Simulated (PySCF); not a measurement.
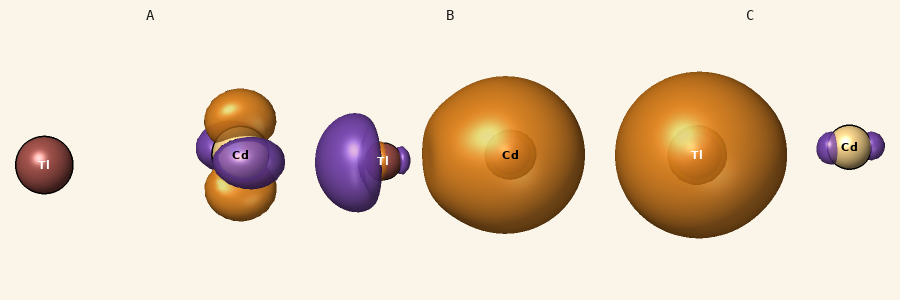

The picture shows: TlCd (charge +1). Three frontier orbitals, each drawn at the value that holds 80 % of its norm (orange and purple are the two phases), in no order; of a degenerate pair one member is drawn.

Core potentials replace the inner electrons of Tl and Cd.

Theory: PySCF, PBE0/def2-SVP, non-relativistic Hamiltonian with scalar-relativistic core potentials where named, at a bond length of 3.289 Å.

Question: Label each orbital by symmetry, say whether it is occupied, and order them by energy.

Answer: Orbital A: δ, occupied, −18.77 eV; almost wholly on Cd.
Orbital C: σ, occupied, −16.20 eV; mainly on Tl (95 %).
Orbital B: σ, occupied, −11.13 eV; mainly on Cd (80 %).
